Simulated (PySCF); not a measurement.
System (SMILES): C (CH4).
Geometry (B3LYP-D3(BJ)/def2-TZVP, fixed):
```xyz
5

C      0.0000     0.0000     0.0000
H      0.6205     0.6269     0.6390
H     -0.6429    -0.6249     0.6185
H      0.6369    -0.6328    -0.6166
H     -0.6146     0.6308    -0.6409
```

Basis-set convergence of the isotropic shielding of C1 at PBE0 with PySCF. GIAO, no density fitting; atoms are numbered in the order shown. All functions are spherical. No added dispersion term, no relativity. Reference: the value in pcseg-3, 192.14 ppm, itself unsure by roughly 0.38 ppm (its distance from pcSseg-2). Deviations are taken from unrounded values. Cost is core time over that of def2-TZVPP, rough, on shared machines of one kind; a dash marks a row that isn't timed (too short, read off another run, short of memory, by another algorithm or on other hardware).

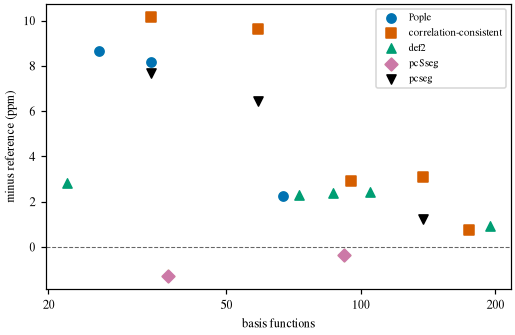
Figure: Deviation from the reference against the number of basis functions, by family of sets.

```json
[
 {"basis": "def2-SV(P)", "functions": "22", "isotropic shielding of C1 (ppm)": "194.97", "minus reference (ppm)": "2.83", "cost": "-"},
 {"basis": "6-31+G*", "functions": "26", "isotropic shielding of C1 (ppm)": "200.78", "minus reference (ppm)": "8.64", "cost": "-"},
 {"basis": "6-31G**", "functions": "34", "isotropic shielding of C1 (ppm)": "200.29", "minus reference (ppm)": "8.15", "cost": "-"},
 {"basis": "cc-pVDZ", "functions": "34", "isotropic shielding of C1 (ppm)": "202.31", "minus reference (ppm)": "10.17", "cost": "-"},
 {"basis": "pcseg-1", "functions": "34", "isotropic shielding of C1 (ppm)": "199.82", "minus reference (ppm)": "7.68", "cost": "-"},
 {"basis": "pcSseg-1", "functions": "37", "isotropic shielding of C1 (ppm)": "190.86", "minus reference (ppm)": "-1.29", "cost": "-"},
 {"basis": "aug-cc-pVDZ", "functions": "59", "isotropic shielding of C1 (ppm)": "201.77", "minus reference (ppm)": "9.63", "cost": "0.5×"},
 {"basis": "aug-pcseg-1", "functions": "59", "isotropic shielding of C1 (ppm)": "198.59", "minus reference (ppm)": "6.45", "cost": "0.6×"},
 {"basis": "6-311++G(2d,2p)", "functions": "67", "isotropic shielding of C1 (ppm)": "194.37", "minus reference (ppm)": "2.23", "cost": "0.6×"},
 {"basis": "def2-TZVPD", "functions": "73", "isotropic shielding of C1 (ppm)": "194.45", "minus reference (ppm)": "2.31", "cost": "0.7×"},
 {"basis": "def2-TZVPP", "functions": "87", "isotropic shielding of C1 (ppm)": "194.54", "minus reference (ppm)": "2.39", "cost": "1×"},
 {"basis": "pcSseg-2", "functions": "92", "isotropic shielding of C1 (ppm)": "191.76", "minus reference (ppm)": "-0.38", "cost": "1×"},
 {"basis": "jun-cc-pV(T+d)Z", "functions": "95", "isotropic shielding of C1 (ppm)": "195.05", "minus reference (ppm)": "2.91", "cost": "1×"},
 {"basis": "def2-TZVPPD", "functions": "105", "isotropic shielding of C1 (ppm)": "194.56", "minus reference (ppm)": "2.41", "cost": "1×"},
 {"basis": "aug-cc-pVTZ", "functions": "138", "isotropic shielding of C1 (ppm)": "195.24", "minus reference (ppm)": "3.10", "cost": "4×"},
 {"basis": "aug-pcseg-2", "functions": "138", "isotropic shielding of C1 (ppm)": "193.38", "minus reference (ppm)": "1.24", "cost": "4×"},
 {"basis": "cc-pVQZ", "functions": "175", "isotropic shielding of C1 (ppm)": "192.89", "minus reference (ppm)": "0.75", "cost": "9×"},
 {"basis": "def2-QZVPPD", "functions": "195", "isotropic shielding of C1 (ppm)": "193.08", "minus reference (ppm)": "0.93", "cost": "10×"}
]
```
